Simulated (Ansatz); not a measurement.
Base system: Cu$_{3}$N (space group Pm-3m, No. 221; a = 3.721 Å).

One thing is altered: an isotropic linear strain of +3.00 %; the atoms relax in the strained cell.

Method: Ansatz (a first-principles code) LDA, no spin-orbit coupling.

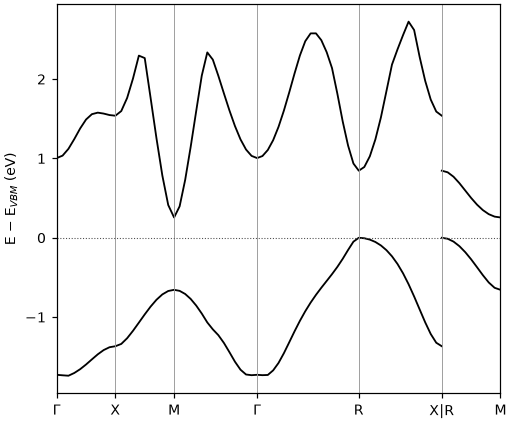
Highest valence and lowest conduction band along the path of the changed cell's own zone

The gap is 0.26 eV, indirect, R → M; the base has zero.

No phonon test of stability was made. All final runs are without spin polarisation. A zero or small gap of Cu3N can be the functional's error rather than a property of the material.
